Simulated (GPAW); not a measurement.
**In2O2 monolayer: work function by functional and basis**

Aim: the work function of both faces of In2O2 monolayer, and its spread over functionals and bases. Where a layer proves gapped, the work function hangs on where the smearing puts the Fermi level, and the band edges take its place.

Method: GPAW, PAW setups; layer in a repeated cell with vacuum, relaxation of atoms and in-plane cell, in the first sound run; inputs show where later runs differ, in GPAW 26.7.0.

## Step 1: The structure

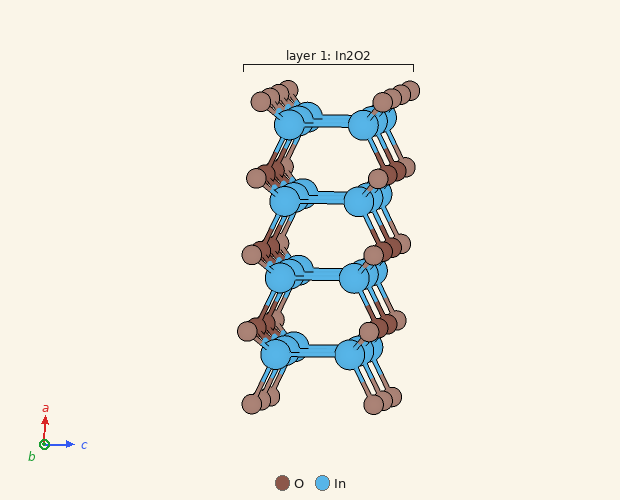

Start, viewed from the side, with the c axis across the page; oxygen brown, indium blue. 3×2×1 cells are drawn. Some periodic images of atoms are drawn too.

The cell holds 4 atoms: 2 O and 2 In. Its edges and angles: a = 3.292 Å, b = 3.292 Å, c = 22.674 Å, α = 90.0°, β = 90.0°, γ = 120.0°. Vacuum lies along c.

As a file:

```cif
data_structure
_symmetry_space_group_name_H-M 'P 1'
_symmetry_Int_Tables_number 1
_cell_length_a 3.2916
_cell_length_b 3.2916
_cell_length_c 22.6736
_cell_angle_alpha 90.000
_cell_angle_beta 90.000
_cell_angle_gamma 120.000
_cell_volume 212.75
loop_
_atom_site_label
_atom_site_type_symbol
_atom_site_fract_x
_atom_site_fract_y
_atom_site_fract_z
_atom_site_occupancy
O1 O 0.33333 0.66667 0.39694 1
In2 In 0.00000 0.00000 0.43737 1
In3 In 0.00000 0.00000 0.56263 1
O4 O 0.33333 0.66667 0.60306 1
```

## Step 2: Relaxation

The atoms are relaxed first, since the surface dipole, and with it the work function, follows the positions of the outer layers.

The input, run.py:

```python
import json
import numpy as np
from ase import Atoms
from ase.filters import FrechetCellFilter
from ase.optimize import BFGS
from gpaw import GPAW, PW

slab = Atoms(
    ['O', 'In', 'In', 'O'],
    positions=[
        [-0.00000, 1.90041, 9.00000],
        [0.00000, 0.00000, 9.91682],
        [0.00000, 0.00000, 12.75682],
        [-0.00000, 1.90041, 13.67364]],
    cell=[[3.2916, 0.0, 0.0], [-1.6458, 2.85061, 0.0], [0.0, 0.0, 22.6736]],
    pbc=[True, True, True])

slab.calc = GPAW(mode=PW(600), xc='PBE', kpts={'size': (12, 12, 1), 'gamma': True},
                 occupations={'name': 'fermi-dirac', 'width': 0.05}, nbands='160%',
                 convergence={'density': 1e-05}, maxiter=200,
                 symmetry={'tolerance': 1e-3}, txt='slab.txt')
result = {}
# The in-plane cell is free; stress needs a cell that repeats along all three vectors
path = []
opt = BFGS(FrechetCellFilter(slab, mask=[1, 1, 0, 0, 0, 1]), maxstep=0.2)
opt.attach(lambda: path.append((slab.get_potential_energy(), slab.positions.tolist(), slab.get_forces().tolist())))
result['relaxed'] = bool(opt.run(fmax=0.02, steps=45))
result['path'] = path
result['cell'] = slab.cell.tolist()
print('in-plane lattice', slab.cell.cellpar().round(4)[[0, 1, 5]])
energy = slab.get_potential_energy()
fermi = slab.calc.get_fermi_level()
v = slab.calc.get_electrostatic_potential().mean((0, 1)) - fermi
n = slab.calc.get_pseudo_density().mean((0, 1))
L = slab.cell[2, 2]
z = np.arange(len(v)) * L / len(v)
low, high = slab.positions[:, 2].min(), slab.positions[:, 2].max()
below, above = np.interp([low - 6.8, high + 6.8], z, v)
slopes = [np.interp(x, z, np.gradient(v, z)) for x in (low - 6.8, high + 6.8)]
eps = np.array([[slab.calc.get_eigenvalues(k, s) for k in range(len(slab.calc.get_ibz_k_points()))]
                for s in range(slab.calc.get_number_of_spins())]) - fermi
top, bottom = eps[eps < 0].max(), eps[eps > 0].min()
dipole = slab.get_dipole_moment()[2]
print(f'energy {energy:.4f} eV, Fermi level {fermi:.4f} eV, dipole {dipole:.5f} e A')
print(f'potential 6.8 A off the faces, from the Fermi level: lower {below:.4f} eV, upper {above:.4f} eV')
print(f'slope of the potential there: lower {slopes[0]:.5f}, upper {slopes[1]:.5f} eV/A')
print(f'nearest levels on the mesh: {top:.4f} and {bottom:.4f} eV')
print('magnetic moment', round(slab.get_magnetic_moment(), 3))
result.update(energy=energy, fermi=fermi, dipole=dipole, below=below, above=above, slopes=slopes, edges=[top, bottom],
              z=z.tolist(), v=v.tolist(), n=n.tolist(), positions=slab.positions.tolist(),
              forces=slab.get_forces(apply_constraint=False).tolist(), moments=slab.get_magnetic_moments().tolist())
json.dump(result, open('result.json', 'w'))
```

Run with:

```
OMP_NUM_THREADS=1 OPENBLAS_NUM_THREADS=1 python run.py
```

What it wrote:

```text
Step          Energy          fmax
BFGS:    0      -20.011852        0.636311
BFGS:    1      -20.031680        0.592436
BFGS:    2      -20.169412        0.208322
BFGS:    3      -20.175542        0.188565
BFGS:    4      -20.185994        0.128681
BFGS:    5      -20.189913        0.150024
BFGS:    6      -20.191511        0.143448
BFGS:    7      -20.191399        0.100534
BFGS:    8      -20.190814        0.049486
BFGS:    9      -20.191155        0.008261
in-plane lattice [  3.3978   3.3978 120.    ]
energy -20.1911 eV, Fermi level -2.8036 eV, dipole 0.00048 e A
potential 6.8 A off the faces, from the Fermi level: lower 6.2849 eV, upper 6.2831 eV
slope of the potential there: lower 0.00020, upper 0.00059 eV/A
nearest levels on the mesh: -0.2904 and 0.1954 eV
magnetic moment 0.0
```

Wall time 3.8 min (1 thread of AMD EPYC 9B45 (Zen 5), shared host); peak memory 0.63 GiB.

Numbers from this step:

* dipole along the normal: 4.77e-4 e·Å
* levels nearest the Fermi level on the mesh: -0.2904, 0.1954 eV from the Fermi level

Electrostatic potential energy of an electron (without an applied field's), less the Fermi level, planar mean against z:

| z (Å) | electrostatic potential energy of an electron (without an applied field's), less the Fermi level, planar mean (eV) |
| --- | --- |
| 0 | 6.28 |
| 2 | 6.28 |
| 4 | 6.29 |
| 6 | 6.28 |
| 8 | 5.75 |
| 10 | -17.6 |
| 12 | -2.24 |
| 14 | 0.567 |
| 16 | 6.27 |
| 18 | 6.28 |
| 20 | 6.28 |
| 22 | 6.28 |

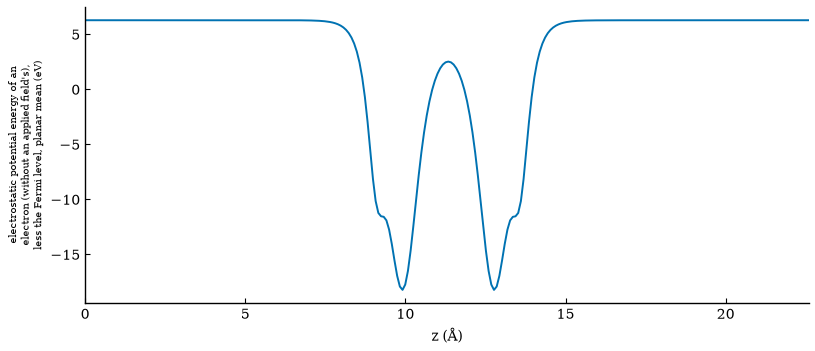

Electrostatic potential energy of an electron (without an applied field's), less the Fermi level, planar mean against z.

Table of pseudo valence density, planar mean by z:

| z (Å) | pseudo valence density, planar mean (e/Å³) |
| --- | --- |
| 6 | 4.7e-5 |
| 7 | 0.00117 |
| 8 | 0.0364 |
| 9 | 0.772 |
| 10 | 1.29 |
| 11 | 0.129 |
| 12 | 0.237 |
| 13 | 1.17 |
| 14 | 0.400 |
| 15 | 0.0114 |
| 16 | 4.1e-4 |
| 17 | 1.7e-5 |

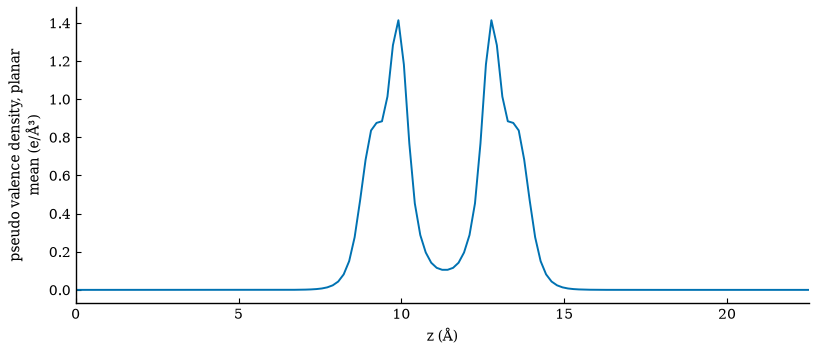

Pseudo valence density, planar mean against z.

The relaxation lowered the energy of the cell by 0.179 eV (energies extrapolated to zero smearing; the optimiser's log prints free energies). The largest force left on a free atom is 0.0083 eV/Å.

## Step 3: The slab's potential

The work function is the vacuum plateau of the electrostatic potential less the Fermi level; a dipole layer lets the two faces have plateaus of their own.

This step: GPAW, PAW setups; slab in vacuum (GPAW 26.7.0).

The cell differs from the one that the last finished run ended in (c 22.674 → 22.485 Å).

run.py, as its differences from that of step 2:

```diff
@@ -3,4 +3,2 @@
 from ase import Atoms
-from ase.filters import FrechetCellFilter
-from ase.optimize import BFGS
 from gpaw import GPAW, PW
@@ -10,22 +8,15 @@
     positions=[
-        [-0.00000, 1.90041, 9.00000],
-        [0.00000, 0.00000, 9.91682],
-        [0.00000, 0.00000, 12.75682],
-        [-0.00000, 1.90041, 13.67364]],
-    cell=[[3.2916, 0.0, 0.0], [-1.6458, 2.85061, 0.0], [0.0, 0.0, 22.6736]],
-    pbc=[True, True, True])
+        [-0.00000, 1.96175, 9.00000],
+        [-0.00000, 0.00000, 9.81929],
+        [-0.00000, 0.00000, 12.66619],
+        [-0.00000, 1.96175, 13.48548]],
+    cell=[[3.39784, -0.0, 0.0], [-1.69892, 2.94262, 0.0], [0.0, 0.0, 22.4855]],
+    pbc=[True, True, False])
 
-slab.calc = GPAW(mode=PW(600), xc='PBE', kpts={'size': (12, 12, 1), 'gamma': True},
+slab.calc = GPAW(mode=PW(500), xc='PBE', kpts={'size': (12, 12, 1), 'gamma': True},
                  occupations={'name': 'fermi-dirac', 'width': 0.05}, nbands='160%',
                  convergence={'density': 1e-05}, maxiter=200,
+                 poissonsolver={'dipolelayer': 'xy'},
                  symmetry={'tolerance': 1e-3}, txt='slab.txt')
 result = {}
-# The in-plane cell is free; stress needs a cell that repeats along all three vectors
-path = []
-opt = BFGS(FrechetCellFilter(slab, mask=[1, 1, 0, 0, 0, 1]), maxstep=0.2)
-opt.attach(lambda: path.append((slab.get_potential_energy(), slab.positions.tolist(), slab.get_forces().tolist())))
-result['relaxed'] = bool(opt.run(fmax=0.02, steps=45))
-result['path'] = path
-result['cell'] = slab.cell.tolist()
-print('in-plane lattice', slab.cell.cellpar().round(4)[[0, 1, 5]])
 energy = slab.get_potential_energy()
```

What it wrote:

```text
energy -19.4766 eV, Fermi level -2.7767 eV, dipole -0.00034 e A
potential 6.8 A off the faces, from the Fermi level: lower 6.2858 eV, upper 6.2902 eV
slope of the potential there: lower -0.00041, upper 0.00041 eV/A
nearest levels on the mesh: -0.2857 and 0.1903 eV
magnetic moment 0.0
```

Elapsed: 23 s, on 1 thread; peak memory 0.27 GiB.

This step gave:

```
dipole along the normal                    : -3.36e-4 e·Å
levels nearest the Fermi level on the mesh : -0.2857, 0.1903 eV from the Fermi level
upper work function                        : 6.290 eV
lower work function                        : 6.286 eV
upper ionisation energy                    : 6.576 eV
```

Table of electrostatic potential energy of an electron (without an applied field's), less the Fermi level, planar mean by z:

```
z (Å)  electrostatic potential energy of an electron (without an applied field's), less the Fermi level, planar mean (eV)
  0.0                                                                                                                6.29
  2.5                                                                                                                6.29
  5.0                                                                                                                6.28
  7.5                                                                                                                6.14
 10.0                                                                                                               -16.1
 12.5                                                                                                               -16.4
 15.0                                                                                                                6.15
 17.5                                                                                                                6.29
 20.0                                                                                                                6.29
```

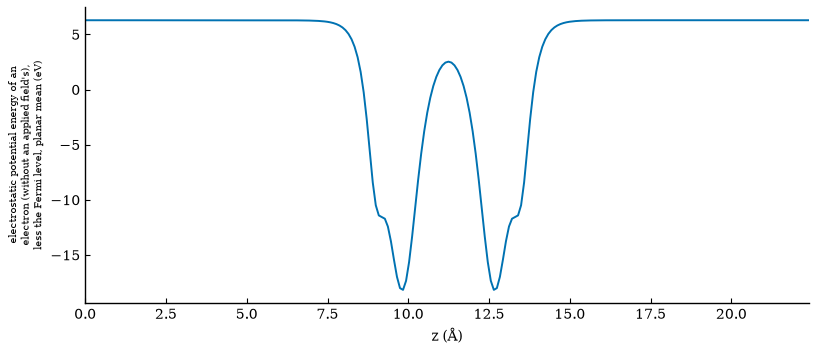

Electrostatic potential energy of an electron (without an applied field's), less the Fermi level, planar mean against z.

Table of pseudo valence density, planar mean by z:

| z (Å) | pseudo valence density, planar mean (e/Å³) |
| --- | --- |
| 6 | 6.6e-5 |
| 8 | 0.0518 |
| 10 | 1.13 |
| 12 | 0.291 |
| 14 | 0.299 |
| 16 | 3.1e-4 |
| 18 | 0 |

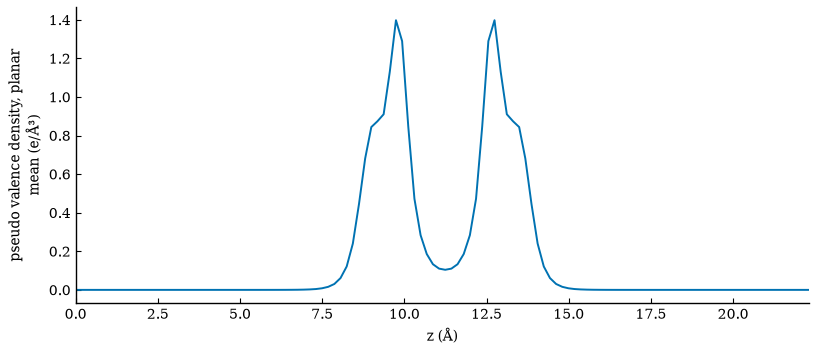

Pseudo valence density, planar mean, plotted against z.

The layer is gapped, so the Fermi level lies somewhere inside the gap, set by smearing and numerics, and these work functions are no property of the material; the band edges below the vacuum level are. The potential is flat to 4.1e-4 eV/Å where it is read, so the vacuum is wide enough.

## Step 4: Self-consistent run: xc = "vdW-DF2"

The same geometry under vdW-DF2, to see how far the functional moves the levels against the vacuum (the van der Waals functionals take revPBE setups).

run.py, as its differences from that of step 3:

```diff
@@ -15,3 +15,3 @@
 
-slab.calc = GPAW(mode=PW(500), xc='PBE', kpts={'size': (12, 12, 1), 'gamma': True},
+slab.calc = GPAW(mode=PW(500), xc='vdW-DF2', kpts={'size': (12, 12, 1), 'gamma': True},
                  occupations={'name': 'fermi-dirac', 'width': 0.05}, nbands='160%',
```

What it wrote:

```text
energy -235.2180 eV, Fermi level -3.2276 eV, dipole -0.00034 e A
potential 6.8 A off the faces, from the Fermi level: lower 6.8791 eV, upper 6.8835 eV
slope of the potential there: lower -0.00042, upper 0.00042 eV/A
nearest levels on the mesh: -0.2918 and 0.1765 eV
magnetic moment 0.0
```

Run time: 80 s. Hardware: 1 thread; peak memory 0.47 GiB.

Numbers from this step:

- levels nearest the Fermi level on the mesh: -0.2918, 0.1765 eV from the Fermi level
- upper work function: 6.884 eV
- lower work function: 6.879 eV
- upper ionisation energy: 7.175 eV

The electrostatic potential energy of an electron (without an applied field's), less the Fermi level, planar mean by z:

```csv
z (Å),"electrostatic potential energy of an electron (without an applied field's), less the Fermi level, planar mean (eV)"
0,6.88
2,6.88
4,6.88
6,6.87
8,6.02
10,-16.1
12,-4.03
14,2.56
16,6.87
18,6.88
20,6.88
22,6.88
```

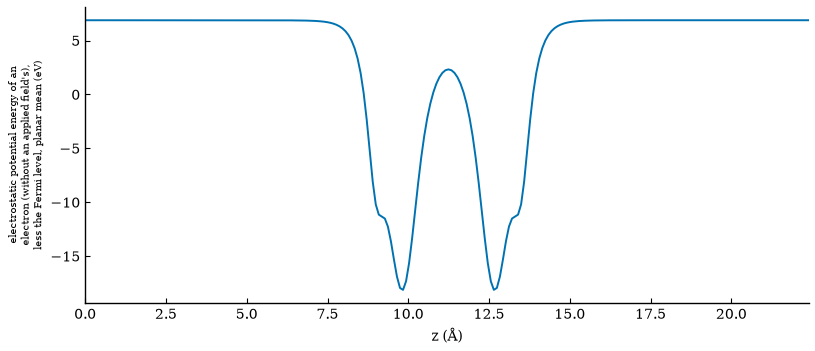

Electrostatic potential energy of an electron (without an applied field's), less the Fermi level, planar mean against z.

Table of pseudo valence density, planar mean by z:

```
z (Å)  pseudo valence density, planar mean (e/Å³)
    6                                      1.1e-4
    8                                      0.0532
   10                                        1.13
   12                                       0.292
   14                                       0.297
   16                                      4.3e-4
   18                                      2.2e-6
```

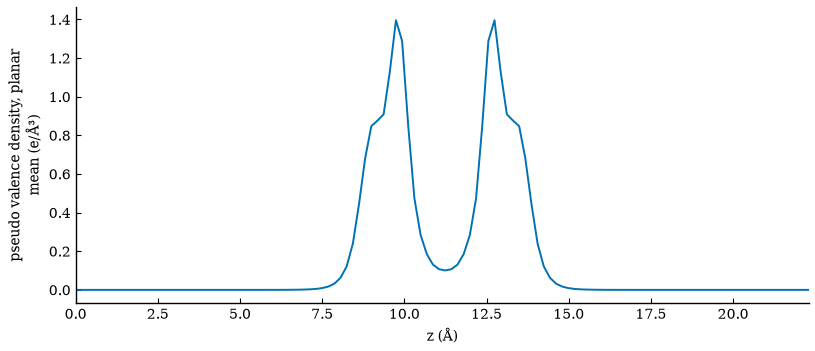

Pseudo valence density, planar mean, plotted against z.

Force by atom:

```csv
atom,x (eV/Å),y (eV/Å),z (eV/Å),size
O1,0.000,0.000,-0.358,0.358
In2,0.000,0.000,0.009,0.009
In3,0.000,0.000,-0.009,0.009
O4,0.000,0.000,0.358,0.358
```

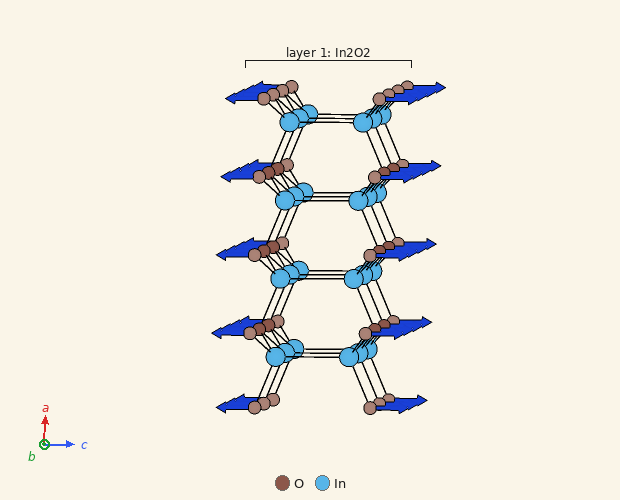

Force as arrows, the longest 0.358 eV/Å. 3×2×1 cells are drawn. Some periodic images of atoms are drawn too.

The highest filled level lies 0.292 eV under the Fermi level, so the ionisation energy from the upper face is 6.884 + 0.292 = 7.175 eV, against 6.576 eV in the base run.

## Step 5: Self-consistent run: xc = "RPBE"

The same geometry under RPBE, to see how far the functional moves the levels against the vacuum.

run.py, as its differences from that of step 4:

```diff
@@ -15,3 +15,3 @@
 
-slab.calc = GPAW(mode=PW(500), xc='vdW-DF2', kpts={'size': (12, 12, 1), 'gamma': True},
+slab.calc = GPAW(mode=PW(500), xc='RPBE', kpts={'size': (12, 12, 1), 'gamma': True},
                  occupations={'name': 'fermi-dirac', 'width': 0.05}, nbands='160%',
```

What it wrote:

```text
energy -18.1139 eV, Fermi level -2.5901 eV, dipole -0.00034 e A
potential 6.8 A off the faces, from the Fermi level: lower 6.0987 eV, upper 6.1031 eV
slope of the potential there: lower -0.00040, upper 0.00040 eV/A
nearest levels on the mesh: -0.3147 and 0.2218 eV
magnetic moment 0.0
```

The job ended after 25 s (1 thread; peak memory 0.26 GiB).

Numbers from this step:

* levels nearest the Fermi level on the mesh: -0.3147, 0.2218 eV from the Fermi level
* upper work function: 6.103 eV
* lower work function: 6.099 eV
* upper ionisation energy: 6.418 eV

The highest filled level lies 0.315 eV under the Fermi level, so the ionisation energy from the upper face is 6.103 + 0.315 = 6.418 eV, against 6.576 eV in the base run.

## Step 6: OptPBE vdW: xc = "optPBE-vdW"

The same geometry under optPBE-vdW, to see how far the functional moves the levels against the vacuum (the van der Waals functionals take revPBE setups).

run.py, as its differences from that of step 5:

```diff
@@ -15,3 +15,3 @@
 
-slab.calc = GPAW(mode=PW(500), xc='RPBE', kpts={'size': (12, 12, 1), 'gamma': True},
+slab.calc = GPAW(mode=PW(500), xc='optPBE-vdW', kpts={'size': (12, 12, 1), 'gamma': True},
                  occupations={'name': 'fermi-dirac', 'width': 0.05}, nbands='160%',
```

What it wrote:

```text
energy -54.0873 eV, Fermi level -2.9738 eV, dipole -0.00034 e A
potential 6.8 A off the faces, from the Fermi level: lower 6.5440 eV, upper 6.5484 eV
slope of the potential there: lower -0.00042, upper 0.00042 eV/A
nearest levels on the mesh: -0.3043 and 0.2052 eV
magnetic moment 0.0
```

Run time: 29 s. Hardware: 1 thread; peak memory 0.46 GiB.

Numbers from this step:

```yaml
levels_nearest_the_fermi_level_on_the_mesh: -0.3043, 0.2052 eV from the Fermi level
upper_work_function: 6.548 eV
lower_work_function: 6.544 eV
upper_ionisation_energy: 6.853 eV
```

Table of electrostatic potential energy of an electron (without an applied field's), less the Fermi level, planar mean by z:

```
z (Å)  electrostatic potential energy of an electron (without an applied field's), less the Fermi level, planar mean (eV)
  0.0                                                                                                                6.55
  2.5                                                                                                                6.54
  5.0                                                                                                                6.54
  7.5                                                                                                                6.38
 10.0                                                                                                               -16.1
 12.5                                                                                                               -16.3
 15.0                                                                                                                6.39
 17.5                                                                                                                6.55
 20.0                                                                                                                6.55
```

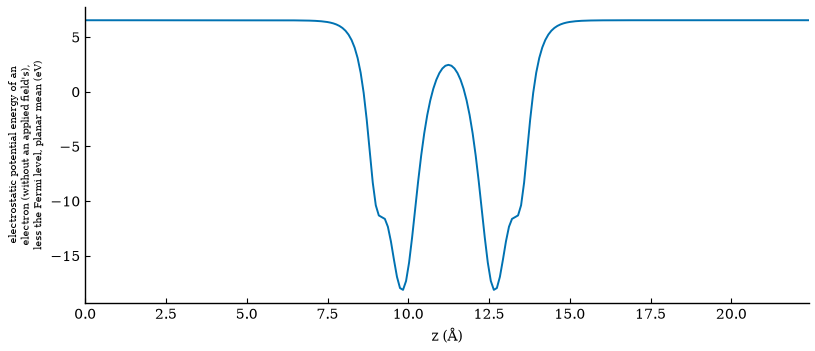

Electrostatic potential energy of an electron (without an applied field's), less the Fermi level, planar mean, plotted against z.

The highest filled level lies 0.304 eV under the Fermi level, so the ionisation energy from the upper face is 6.548 + 0.304 = 6.853 eV, against 6.576 eV in the base run.

## Step 7: Self-consistent run: xc = "revPBE"

The same geometry under revPBE, to see how far the functional moves the levels against the vacuum.

run.py, as its differences from that of step 6:

```diff
@@ -15,3 +15,3 @@
 
-slab.calc = GPAW(mode=PW(500), xc='optPBE-vdW', kpts={'size': (12, 12, 1), 'gamma': True},
+slab.calc = GPAW(mode=PW(500), xc='revPBE', kpts={'size': (12, 12, 1), 'gamma': True},
                  occupations={'name': 'fermi-dirac', 'width': 0.05}, nbands='160%',
```

What it wrote:

```text
energy -18.3023 eV, Fermi level -2.6116 eV, dipole -0.00034 e A
potential 6.8 A off the faces, from the Fermi level: lower 6.1113 eV, upper 6.1158 eV
slope of the potential there: lower -0.00041, upper 0.00041 eV/A
nearest levels on the mesh: -0.3112 and 0.2180 eV
magnetic moment 0.0
```

The job ended after 25 s (1 thread; peak memory 0.27 GiB).

This step gave:

* levels nearest the Fermi level on the mesh: -0.3112, 0.2180 eV from the Fermi level
* upper work function: 6.116 eV
* lower work function: 6.111 eV
* upper ionisation energy: 6.427 eV

The highest filled level lies 0.311 eV under the Fermi level, so the ionisation energy from the upper face is 6.116 + 0.311 = 6.427 eV, against 6.576 eV in the base run.

## Step 8: Self-consistent run: xc = "LDA"

The same geometry under LDA, to see how far the functional moves the levels against the vacuum.

run.py, as its differences from that of step 7:

```diff
@@ -15,3 +15,3 @@
 
-slab.calc = GPAW(mode=PW(500), xc='revPBE', kpts={'size': (12, 12, 1), 'gamma': True},
+slab.calc = GPAW(mode=PW(500), xc='LDA', kpts={'size': (12, 12, 1), 'gamma': True},
                  occupations={'name': 'fermi-dirac', 'width': 0.05}, nbands='160%',
```

What it wrote:

```text
energy -22.2284 eV, Fermi level -3.2086 eV, dipole -0.00034 e A
potential 6.8 A off the faces, from the Fermi level: lower 6.7156 eV, upper 6.7201 eV
slope of the potential there: lower -0.00041, upper 0.00041 eV/A
nearest levels on the mesh: -0.2510 and 0.1461 eV
magnetic moment 0.0
```

The job ended after 23 s (1 thread; peak memory 0.26 GiB).

This step gave:

| Quantity | Value |
| --- | --- |
| levels nearest the Fermi level on the mesh | -0.2510, 0.1461 eV from the Fermi level |
| upper work function | 6.720 eV |
| lower work function | 6.716 eV |

The highest filled level lies 0.251 eV under the Fermi level, so the ionisation energy from the upper face is 6.720 + 0.251 = 6.971 eV, against 6.576 eV in the base run.

[end of part 1 of 2]

[Logs are printed without paths, hosts, clocks, repeated set-up lines and the standing remarks that a program may print on its own settings, such as how far it seeks lower states.]

[Hosts, paths, dates, database ids (printed as entryN), source tags and the programs' standing remarks are cut or masked in the printed files.]
